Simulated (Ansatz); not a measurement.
Band structure of TiS (P-6m2, 2 atoms in the cell).

```xyz
2
Lattice="3.2672 0.0000 0.0000 -1.6336 2.8295 0.0000 0.0000 0.0000 3.2171" Properties=species:S:1:pos:R:3 pbc="T T T"
Ti     1.6336     0.9431     0.0000
S      0.0000     0.0000     1.6085
```

Method: PBEsol, PAW files made with PBE (plane waves; Ansatz, a program for electronic structure).

Settings: kpoints.mp_grid.grid = 12 12 10; hamiltonian.xc = pbesol; hamiltonian.pseudopotentials = {kind: paw} (the program's default PAW files); scf.occupations.method = gaussian; scf.occupations.width = 0.2 eV; kpoints.band_path.npoints = 8.

The starting cell comes from a database of computed structures (which also holds hypothetical and non-ambient phases and stackings), without a prior relaxation at this level. Spin polarisation is off, so a magnetic state, if there is one, cannot be reached.

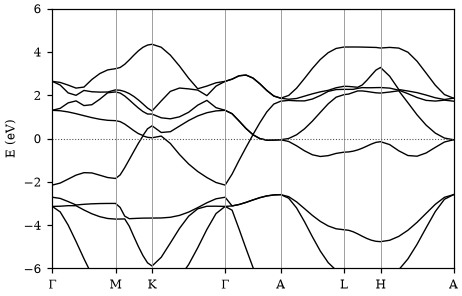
Bands along the path, energies from the Fermi level.

Levels in eV from the Fermi level, bands 6 to 12:
```tsv
point	6	7	8	9	10	11	12
Γ	-3.13	-3.13	-2.71	-2.15	1.30	1.30	2.64
M	-7.49	-3.72	-3.00	-1.84	0.82	2.15	2.25
K	-6.53	-5.88	-3.67	0.04	0.59	1.13	1.28
A	-7.91	-2.59	-2.59	-0.06	-0.06	1.73	1.86
L	-6.33	-6.20	-4.21	-0.63	2.03	2.27	2.41
H	-6.43	-6.16	-4.76	-0.15	2.10	2.35	3.28
```

Bands cross the Fermi level along this path, so the cell is metallic at this level.

Keys are those of Ansatz 0.2.
